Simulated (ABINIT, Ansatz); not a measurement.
# Quasiparticle gap of Rb2AlTlH6 (Fm-3m) in ABINIT, part 2 of 3

Aim: the G0W0 gap of Rb2AlTlH6 (Fm-3m) on LDA, step by step.

ABINIT 10.8.3; LDA and many-body steps on it, plane waves. Known limits of the many-body steps: not at the basis limit; exchange with frozen shells missing; no spin-orbit coupling; coarse k mesh.

So far. Step 2 (Ground state): The gap is indirect, with the least direct gap 1.41 eV higher.

### 3. Bands along the symmetry lines

Level of this step: DFT, LDA, plane waves, norm-conserving pseudopotentials (ABINIT).

Levels along a band path, at the cheap level, show where the edges lie and whether the meshes to come will hold them.

Input file run.abi:

```
acell 3*1.0 Angstrom
rprim 
  0.000000000000 4.343365000000 4.343365000000
  4.343365000000 -0.000000000000 4.343365000000
  4.343365000000 4.343365000000 -0.000000000000
ntypat 4
znucl 37 13 81 1
natom 10
typat 1 1 2 3 4 4 4 4 4 4
xred 
  0.250000000000 0.250000000000 0.250000000000
  0.750000000000 0.750000000000 0.750000000000
  0.500000000000 0.500000000000 0.500000000000
  0.000000000000 0.000000000000 -0.000000000000
  0.294156000000 0.705844000000 0.705844000000
  0.294156000000 0.705844000000 0.294156000000
  0.705844000000 0.294156000000 0.705844000000
  0.705844000000 0.705844000000 0.294156000000
  0.294156000000 0.294156000000 0.705844000000
  0.705844000000 0.294156000000 0.294156000000
pp_dirpath "pseudos"
pseudos "Rb.upf, Al.upf, Tl.upf, H.upf"
ecut 31
iscf -2
irdden 1
kptopt 0
nkpt 26
kpt 
  0.00000000 0.00000000 0.00000000
  0.12500000 0.00000000 0.12500000
  0.25000000 0.00000000 0.25000000
  0.37500000 0.00000000 0.37500000
  0.50000000 0.00000000 0.50000000
  0.53125000 0.06250000 0.53125000
  0.56250000 0.12500000 0.56250000
  0.59375000 0.18750000 0.59375000
  0.62500000 0.25000000 0.62500000
  0.37500000 0.37500000 0.75000000
  0.28125000 0.28125000 0.56250000
  0.18750000 0.18750000 0.37500000
  0.09375000 0.09375000 0.18750000
  0.00000000 0.00000000 0.00000000
  0.12500000 0.12500000 0.12500000
  0.25000000 0.25000000 0.25000000
  0.37500000 0.37500000 0.37500000
  0.50000000 0.50000000 0.50000000
  0.50000000 0.43750000 0.56250000
  0.50000000 0.37500000 0.62500000
  0.50000000 0.31250000 0.68750000
  0.50000000 0.25000000 0.75000000
  0.50000000 0.18750000 0.68750000
  0.50000000 0.12500000 0.62500000
  0.50000000 0.06250000 0.56250000
  0.50000000 0.00000000 0.50000000
istwfk *1
nband 27
nbdbuf 2
tolwfr 1e-08
nstep 40
prtwf 0
prtvol 0
indata_prefix "in"
outdata_prefix "out"
tmpdata_prefix "tmp"
```

Launch:

```console
$ OMP_NUM_THREADS=1 mpirun -n 4 abinit run.abi > log
```

Numbers of over 12 decimals in the logs are rounded to 6 here.

What it wrote:

```text
.Version 10.8.3 of ABINIT. v10.8.2 released Aug 2026.

 Symmetries : space group Fm -3 m (#225); Bravais cF (face-center cubic)
[... echo of the input left out ...]
== DATASET  1 ==================================================================
-   mpi_nproc: 4, omp_nthreads: 1 (-1 if OMP is not activated)

--- !DatasetInfo
iteration_state: {dtset: 1, }
dimensions: {natom: 10, nkpt: 26, mband: 27, nsppol: 1, nspinor: 1, nspden: 1, mpw: 9185, }
cutoff_energies: {ecut:  31.0, pawecutdg:  -1.0, }
electrons: {nelect:   4.00000000E+01, charge:   0.00000000E+00, occopt:   1.00000000E+00, tsmear:   1.00000000E-02, }

 Real(R)+Recip(G) space primitive vectors, cartesian coordinates (Bohr,Bohr^-1):
 R(1)=  0.0000000  8.2077703  8.2077703  G(1)= -0.0609179  0.0609179  0.0609179
 R(2)=  8.2077703  0.0000000  8.2077703  G(2)=  0.0609179 -0.0609179  0.0609179
 R(3)=  8.2077703  8.2077703  0.0000000  G(3)=  0.0609179  0.0609179 -0.0609179
 Unit cell volume ucvol=  1.1058738E+03 bohr^3
 Angles (23,13,12)=  6.00000000E+01  6.00000000E+01  6.00000000E+01 degrees

 getcut: wavevector=  0.0000  0.0000  0.0000  ngfft=  60  60  60
         ecut(hartree)=     31.000   => boxcut(ratio)=   2.06236

--- Pseudopotential description ------------------------------------------------
- Rb Generated using ONCVPSP code by D. R. Hamann
- 37.00000   9.00000  180309                  znucl, zion, pspdat
12 -1012 2 -1 2226                            pspcod,pspxc,lmax,lloc,mmax
     nproj     2     2     2
  pspatm : epsatm=   34.43095479
         --- l  ekb(1:nproj) -->
             0    9.016699   -0.508289
             1    3.217695   -0.387021
             2    1.152608   -1.054299
 pspatm: atomic psp has been read  and splines computed

- Al Generated using ONCVPSP code by D. R. Hamann
- 13.00000   3.00000  180309                  znucl, zion, pspdat
12 -1012 2 -1 1854                            pspcod,pspxc,lmax,lloc,mmax
     nproj     2     2     2
  pspatm : epsatm=    0.57439143
         --- l  ekb(1:nproj) -->
[...]
pspatm: atomic psp has been read  and splines computed

- Tl Generated using ONCVPSP code by D. R. Hamann
- 81.00000  13.00000  180309                  znucl, zion, pspdat
12 -1012 2 -1 1936                            pspcod,pspxc,lmax,lloc,mmax
     nproj     2     2     2
  pspatm : epsatm=   37.12709760
         --- l  ekb(1:nproj) -->
[...]
pspatm: atomic psp has been read  and splines computed

- H Generated using ONCVPSP code by D. R. Hamann
-  1.00000   1.00000  180309                  znucl, zion, pspdat
12 -1012 1 -1 1180                            pspcod,pspxc,lmax,lloc,mmax
     nproj     2     1     0
  pspatm : epsatm=    0.35439867
         --- l  ekb(1:nproj) -->
[...]
1   -0.275071
 pspatm: atomic psp has been read  and splines computed

[...]
-3.3226E-01 -1.6973E-01 -1.5364E-01 -8.1622E-02 -5.5382E-02 -5.5382E-02
  3.7529E-02  7.9573E-02  1.4624E-01  1.4624E-01  1.5241E-01  1.6771E-01
[...]
--- !ResultsGS
iteration_state: {dtset: 1, }
comment   : Summary of ground state results
lattice_vectors:
- [  0.0000000,   8.2077703,   8.2077703, ]
- [  8.2077703,  -0.0000000,   8.2077703, ]
- [  8.2077703,   8.2077703,  -0.0000000, ]
lattice_lengths: [  11.60754,   11.60754,   11.60754, ]
lattice_angles: [ 60.000,  60.000,  60.000, ] # degrees, (23, 13, 12)
lattice_volume:   1.1058738E+03
convergence: {deltae:  0.000E+00, res2:  0.000E+00, residm:  9.950E-09, diffor:  0.000E+00, }
etotal    :  -1.20744739E+02
entropy   :   0.00000000E+00
fermie    :   7.95730613E-02
cartesian_stress_tensor: null
pressure_GPa: null
xred      :
- [  2.5000E-01,   2.5000E-01,   2.5000E-01, Rb]
- [  7.5000E-01,   7.5000E-01,   7.5000E-01, Rb]
- [  5.0000E-01,   5.0000E-01,   5.0000E-01, Al]
- [  0.0000E+00,   0.0000E+00,   0.0000E+00, Tl]
- [  2.9416E-01,   7.0584E-01,   7.0584E-01,  H]
- [  2.9416E-01,   7.0584E-01,   2.9416E-01,  H]
- [  7.0584E-01,   2.9416E-01,   7.0584E-01,  H]
- [  7.0584E-01,   7.0584E-01,   2.9416E-01,  H]
- [  2.9416E-01,   2.9416E-01,   7.0584E-01,  H]
- [  7.0584E-01,   2.9416E-01,   2.9416E-01,  H]
cartesian_forces: null
force_length_stats: {min: null, max: null, mean: null, }

 Integrated electronic density in atomic spheres:
 ------------------------------------------------
 Atom  Sphere_radius  Integrated_density
[...]
================================================================================

 ----iterations are completed or convergence reached----

 Mean square residual over all n,k,spin=   59.387E-10; max=  99.498E-10
 reduced coordinates (array xred) for   10 atoms
[...]
cartesian coordinates (angstrom) at end:
    1      2.171683     2.171683     2.171683
    2      6.515047     6.515047     6.515047
    3      4.343365     4.343365     4.343365
[...]
9      4.343365     4.343365     2.555254
   10      2.555254     4.343365     4.343365
 length scales=  1.889726125908  1.889726125908  1.889726125908 bohr
              =  1.000000000000  1.000000000000  1.000000000000 angstroms
 prteigrs : about to open file out_EIG
 Eigenvalues (hartree) for nkpt=  26  k points:
 kpt#   1, nband= 27, wtk=  1.00000, kpt=  0.0000  0.0000  0.0000 (reduced coord)
[...]
kpt#   2, nband= 27, wtk=  1.00000, kpt=  0.1250  0.0000  0.1250 (reduced coord)
[...]
kpt#   3, nband= 27, wtk=  1.00000, kpt=  0.2500  0.0000  0.2500 (reduced coord)
[...]
kpt#  25, nband= 27, wtk=  1.00000, kpt=  0.5000  0.0625  0.5625 (reduced coord)
[...]
0.21507    0.25777    0.26075
 kpt#  26, nband= 27, wtk=  1.00000, kpt=  0.5000  0.0000  0.5000 (reduced coord)
[...]
-0.33979   -0.33857   -0.33657   -0.33226   -0.33226   -0.16973   -0.15364   -0.08162
  -0.05538   -0.05538    0.03753    0.07957    0.14624    0.14624    0.15241    0.16771
   0.21504    0.25639    0.25725

== END DATASET(S) ==============================================================
================================================================================

 -outvars: echo values of variables after computation  --------
            nband          27
             nkpt          26
          spgroup         225
 [... the other variables as echoed above ...]

 Calculation completed.
```

It took 53 s on 4 MPI ranks of Arm Neoverse V1, shared host; peak memory 0.43 GiB; 3.5 min of CPU time.

This step gave:

```yaml
gap: 0.4014 eV
k_of_the_valence_top: 0.5, 0, 0.5
k_of_the_conduction_bottom: 0.5, 0.5, 0.5
least_direct_gap: 1.795 eV
```

The gap is 0.401 eV, as in the run before at this level.

Electronic bands along the path, in eV, zero at the top of the highest filled band:

```
    point  band 17  band 18  band 19  band 20  band 21  band 22  band 23  band 24
        Γ    -3.95    -3.95    -1.51    -1.51     1.99     1.99     1.99     4.22
        X    -3.67    -3.67    -1.14     0.00     1.81     1.81     1.98     2.40
        U    -3.52    -3.48    -1.77    -0.39     1.69     2.10     2.68     2.76
jump to K    -3.52    -3.48    -1.77    -0.39     1.69     2.10     2.68     2.76
        Γ    -3.95    -3.95    -1.51    -1.51     1.99     1.99     1.99     4.22
        L    -3.35    -2.40    -2.40    -2.30     0.40     3.65     3.65     4.14
        W    -4.04    -3.04    -2.04    -0.17     1.88     1.88     2.60     3.20
        X    -3.67    -3.67    -1.14     0.00     1.81     1.81     1.98     2.40
```

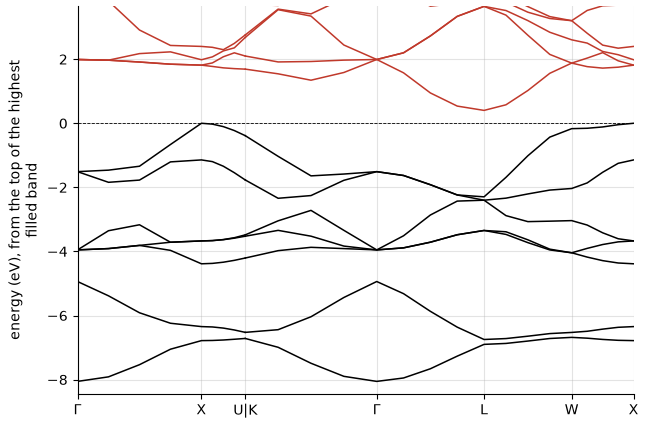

Electronic bands along the path; lines of filled and empty bands in two colours.

### 4. Empty states on the mesh, 2×2×2 mesh, 314 bands

The sums over transitions need many empty states on a uniform mesh; this step solves for them.

Input file run.abi:

```
acell 3*1.0 Angstrom
rprim 
  0.000000000000 4.343365000000 4.343365000000
  4.343365000000 -0.000000000000 4.343365000000
  4.343365000000 4.343365000000 -0.000000000000
ntypat 4
znucl 37 13 81 1
natom 10
typat 1 1 2 3 4 4 4 4 4 4
xred 
  0.250000000000 0.250000000000 0.250000000000
  0.750000000000 0.750000000000 0.750000000000
  0.500000000000 0.500000000000 0.500000000000
  0.000000000000 0.000000000000 -0.000000000000
  0.294156000000 0.705844000000 0.705844000000
  0.294156000000 0.705844000000 0.294156000000
  0.705844000000 0.294156000000 0.705844000000
  0.705844000000 0.705844000000 0.294156000000
  0.294156000000 0.294156000000 0.705844000000
  0.705844000000 0.294156000000 0.294156000000
pp_dirpath "pseudos"
pseudos "Rb.upf, Al.upf, Tl.upf, H.upf"
ecut 31
ngkpt 2 2 2
nshiftk 1
shiftk 0 0 0
kptopt 1
chksymbreak 0
iscf -2
irdden 1
istwfk *1
nband 314
nbdbuf 28
tolwfr 1e-09
nstep 60
prtvol 0
indata_prefix "in"
outdata_prefix "out"
tmpdata_prefix "tmp"
```

What it wrote:

```text
.Version 10.8.3 of ABINIT. v10.8.2 released Aug 2026.

 Symmetries : space group Fm -3 m (#225); Bravais cF (face-center cubic)
[... echo of the input left out ...]
== DATASET  1 ==================================================================
-   mpi_nproc: 4, omp_nthreads: 1 (-1 if OMP is not activated)
-    --> not optimal distribution: autoparal keyword recommended in input file <--

--- !DatasetInfo
iteration_state: {dtset: 1, }
dimensions: {natom: 10, nkpt: 3, mband: 314, nsppol: 1, nspinor: 1, nspden: 1, mpw: 9185, }
cutoff_energies: {ecut:  31.0, pawecutdg:  -1.0, }
electrons: {nelect:   4.00000000E+01, charge:   0.00000000E+00, occopt:   1.00000000E+00, tsmear:   1.00000000E-02, }

 Real(R)+Recip(G) space primitive vectors, cartesian coordinates (Bohr,Bohr^-1):
 R(1)=  0.0000000  8.2077703  8.2077703  G(1)= -0.0609179  0.0609179  0.0609179
 R(2)=  8.2077703  0.0000000  8.2077703  G(2)=  0.0609179 -0.0609179  0.0609179
 R(3)=  8.2077703  8.2077703  0.0000000  G(3)=  0.0609179  0.0609179 -0.0609179
 Unit cell volume ucvol=  1.1058738E+03 bohr^3
 Angles (23,13,12)=  6.00000000E+01  6.00000000E+01  6.00000000E+01 degrees

 getcut: wavevector=  0.0000  0.0000  0.0000  ngfft=  60  60  60
         ecut(hartree)=     31.000   => boxcut(ratio)=   2.06236

--- Pseudopotential description ------------------------------------------------
- Rb Generated using ONCVPSP code by D. R. Hamann
- 37.00000   9.00000  180309                  znucl, zion, pspdat
12 -1012 2 -1 2226                            pspcod,pspxc,lmax,lloc,mmax
     nproj     2     2     2
  pspatm : epsatm=   34.43095479
         --- l  ekb(1:nproj) -->
             0    9.016699   -0.508289
             1    3.217695   -0.387021
             2    1.152608   -1.054299
 pspatm: atomic psp has been read  and splines computed

- Al Generated using ONCVPSP code by D. R. Hamann
- 13.00000   3.00000  180309                  znucl, zion, pspdat
12 -1012 2 -1 1854                            pspcod,pspxc,lmax,lloc,mmax
     nproj     2     2     2
  pspatm : epsatm=    0.57439143
         --- l  ekb(1:nproj) -->
[...]
pspatm: atomic psp has been read  and splines computed

- Tl Generated using ONCVPSP code by D. R. Hamann
- 81.00000  13.00000  180309                  znucl, zion, pspdat
12 -1012 2 -1 1936                            pspcod,pspxc,lmax,lloc,mmax
     nproj     2     2     2
  pspatm : epsatm=   37.12709760
         --- l  ekb(1:nproj) -->
[...]
pspatm: atomic psp has been read  and splines computed

- H Generated using ONCVPSP code by D. R. Hamann
-  1.00000   1.00000  180309                  znucl, zion, pspdat
12 -1012 1 -1 1180                            pspcod,pspxc,lmax,lloc,mmax
     nproj     2     1     0
  pspatm : epsatm=    0.35439867
         --- l  ekb(1:nproj) -->
[...]
1   -0.275071
[...]
3.15E-04  7.86E-04
 -9.2521E-01 -9.2398E-01 -3.5143E-01 -3.5143E-01 -3.5143E-01 -3.3994E-01
 -3.3994E-01 -3.3864E-01 -3.3864E-01 -3.3864E-01 -3.3289E-01 -3.3289E-01
 -3.3289E-01 -2.1651E-01 -1.0193E-01 -6.5678E-02 -6.5678E-02 -6.5678E-02
[...]
2.8850E+00  2.8852E+00  2.8857E+00  2.8899E+00  2.8900E+00  2.8902E+00
  2.8984E+00  2.8999E+00  2.9017E+00  2.9066E+00  2.9085E+00  2.9110E+00
  2.9225E+00  2.9234E+00
 prteigrs : prtvol=0 or 1, do not print more k-points.

--- !ResultsGS
iteration_state: {dtset: 1, }
comment   : Summary of ground state results
lattice_vectors:
- [  0.0000000,   8.2077703,   8.2077703, ]
- [  8.2077703,  -0.0000000,   8.2077703, ]
- [  8.2077703,   8.2077703,  -0.0000000, ]
lattice_lengths: [  11.60754,   11.60754,   11.60754, ]
lattice_angles: [ 60.000,  60.000,  60.000, ] # degrees, (23, 13, 12)
lattice_volume:   1.1058738E+03
convergence: {deltae:  0.000E+00, res2:  0.000E+00, residm:  9.940E-10, diffor:  0.000E+00, }
etotal    :  -1.20744739E+02
entropy   :   0.00000000E+00
fermie    :   7.95730613E-02
cartesian_stress_tensor: null
pressure_GPa: null
xred      :
- [  2.5000E-01,   2.5000E-01,   2.5000E-01, Rb]
- [  7.5000E-01,   7.5000E-01,   7.5000E-01, Rb]
- [  5.0000E-01,   5.0000E-01,   5.0000E-01, Al]
- [  0.0000E+00,   0.0000E+00,   0.0000E+00, Tl]
- [  2.9416E-01,   7.0584E-01,   7.0584E-01,  H]
- [  2.9416E-01,   7.0584E-01,   2.9416E-01,  H]
- [  7.0584E-01,   2.9416E-01,   7.0584E-01,  H]
- [  7.0584E-01,   7.0584E-01,   2.9416E-01,  H]
- [  2.9416E-01,   2.9416E-01,   7.0584E-01,  H]
- [  7.0584E-01,   2.9416E-01,   2.9416E-01,  H]
cartesian_forces: null
force_length_stats: {min: null, max: null, mean: null, }

 Integrated electronic density in atomic spheres:
 ------------------------------------------------
 Atom  Sphere_radius  Integrated_density
[...]
================================================================================

 ----iterations are completed or convergence reached----

 Mean square residual over all n,k,spin=   48.325E-11; max=  99.396E-11
 reduced coordinates (array xred) for   10 atoms
[...]
0.294156000000      0.294156000000      0.705844000000
       0.705844000000      0.294156000000      0.294156000000

 cartesian coordinates (angstrom) at end:
    1      2.171683     2.171683     2.171683
    2      6.515047     6.515047     6.515047
    3      4.343365     4.343365     4.343365
[...]
9      4.343365     4.343365     2.555254
   10      2.555254     4.343365     4.343365
 length scales=  1.889726125908  1.889726125908  1.889726125908 bohr
              =  1.000000000000  1.000000000000  1.000000000000 angstroms
 prteigrs : about to open file out_EIG
 Eigenvalues (hartree) for nkpt=   3  k points:
 kpt#   1, nband=314, wtk=  0.12500, kpt=  0.0000  0.0000  0.0000 (reduced coord)
[...]
2.81606    2.81606    2.88472    2.88481    2.88500    2.88520    2.88566    2.88985
   2.89003    2.89015    2.89838    2.89986    2.90173    2.90656    2.90852    2.91097
   2.92247    2.92340
 prteigrs : prtvol=0 or 1, do not print more k-points.

== END DATASET(S) ==============================================================
================================================================================

 -outvars: echo values of variables after computation  --------
            nband         314
             nkpt           3
          spgroup         225
 [... the other variables as echoed above ...]

 Calculation completed.
```

It took 3.8 min on 4 MPI ranks; peak memory 0.49 GiB.

This step gave:

| Item | Value |
| --- | --- |
| gap | 0.4014 eV |
| k of the valence top | 0.5, 0.5, 0 |
| k of the conduction bottom | 0.5, 0, 0 |
| least direct gap | 1.814 eV |
| k points computed | 3 |
| lowest point of the top converged band, above the valence top | 72.3706 eV |

On this mesh the gap is 0.401 eV.

### 5. Screening, 2×2×2 mesh, 286 bands, screening to 176.9 eV

The RPA dielectric matrix is built and inverted for each q.

This step: RPA screening on LDA, plane waves, norm-conserving pseudopotentials.

run.abi: that of step 4 with these lines changed.

```diff
@@ -28,10 +28,11 @@
 chksymbreak 0
-iscf -2
-irdden 1
 istwfk *1
-nband 314
-nbdbuf 28
-tolwfr 1e-09
-nstep 60
-prtvol 0
+occopt 1
+irdwfk 1
+optdriver 3
+nband 286
+ecuteps 6.5
+inclvkb 2
+awtr 1
+symchi 1
 indata_prefix "in"
```

What it wrote:

```text
.Version 10.8.3 of ABINIT. v10.8.2 released Aug 2026.

 Symmetries : space group Fm -3 m (#225); Bravais cF (face-center cubic)
[... echo of the input left out ...]
== DATASET  1 ==================================================================
-   mpi_nproc: 4, omp_nthreads: 1 (-1 if OMP is not activated)

--- !DatasetInfo
iteration_state: {dtset: 1, }
dimensions: {natom: 10, nkpt: 3, mband: 286, nsppol: 1, nspinor: 1, nspden: 1, mpw: 9185, }
cutoff_energies: {ecut:  31.0, pawecutdg:  -1.0, }
electrons: {nelect:   4.00000000E+01, charge:   0.00000000E+00, occopt:   1.00000000E+00, tsmear:   1.00000000E-02, }

 SCREENING: Calculation of the susceptibility and dielectric matrices

 Based on a program developped by R.W. Godby, V. Olevano, G. Onida, and L. Reining.
 Incorporated in ABINIT by V. Olevano, G.-M. Rignanese, and M. Torrent.
.Using double precision arithmetic ; gwpc =  8

[... cell and pseudopotentials left out ...]
--------------------------------------------------------------------------------

 ==== K-mesh for the wavefunctions ====
 Number of points in the irreducible wedge :     3
[... list of points left out ...]
 Together with 48 symmetry operations and time-reversal symmetry
 yields     8 points in the full Brillouin Zone.

 ==== Q-mesh for the screening function ====
 Number of points in the irreducible wedge :     3
[... list of points left out ...]
 Together with 48 symmetry operations and time-reversal symmetry
 yields     8 points in the full Brillouin Zone.

 setmesh: FFT mesh size selected  =    45x   45x   45
          total number of points  =        91125

 vcoul_init : cutoff-mode = AUXILIARY_FUNCTION
 q-points for optical limit:   1
     1)      0.000010    0.000020    0.000030

- screening: taking advantage of time-reversal symmetry
- Maximum band index for partially occupied states nbvw = 20
- Remaining bands to be divided among processors   nbcw = 266
- Number of bands treated by each node ~66

 Number of electrons calculated from density =   40.0000; Expected =   40.0000
 average of density, n =  0.036170
 r_s =    1.8758
 omega_plasma =   18.3456 [eV]

 calculating chi0 at frequencies [eV] :
  1    0.000000E+00    0.000000E+00
  2    0.000000E+00    1.834564E+01

--------------------------------------------------------------------------------
  q-point number  1        q = ( 0.000000, 0.000000, 0.000000) [r.l.u.]
--------------------------------------------------------------------------------
[... chi0 elements left out ...]
 For q-point:  0.000010 0.000020 0.000030
  dielectric constant =   9.0161
  dielectric constant without local fields =  10.5665

  Average fulfillment of the sum rule on Im[epsilon] for q-point    1 :     95.53  [%]
[... wings left out ...]
  q-point number  2        q = ( 0.500000, 0.000000, 0.000000) [r.l.u.]
--------------------------------------------------------------------------------
[... chi0 elements left out ...]
  Average fulfillment of the sum rule on Im[epsilon] for q-point    2 :    101.72  [%]

 [... 1 further q-points ...]
```

It took 82 s on 4 MPI ranks; peak memory 2.5 GiB; 5.4 min of CPU time.

Numbers from this step:

```yaml
eps_infinity_with_local_fields_on_this_mesh_along_the_program_s_q_direction: 9.016
the_same_without_local_fields: 10.57
plasma_frequency: 18.35 eV
plane_waves_in_the_screening_matrix: 893
```

Local fields lower ε∞ by 15 %. On a Γ-centred mesh this coarse the value itself is usually too large, while a short band sum pulls it down.

(Continued in part 3 of 3.)

[Paths, hosts, dates, memory and timing lines, banners, echoed tables and standing remarks are left out of the program output.]

[Logs are printed without paths, hosts, clocks, repeated set-up lines and the standing remarks that a program may print on its own settings, such as how far it seeks lower states.]

[Runs of the session that timed out or met a known fault of the program may be left out.]

[Hosts, paths, dates, database ids (printed as entryN), source tags and the programs' standing remarks are cut or masked in the printed files.]

[G0W0 gaps are taken among the corrected bands and points alone; a level outside them can change the order at an edge.]

[Where Ansatz stands beside ABINIT at settings called matched, ABINIT's density can come from a denser mesh and the files from another edition; pairs whose starting gaps differed by over 0.03 eV were left out, so agreement reads better than it is.]
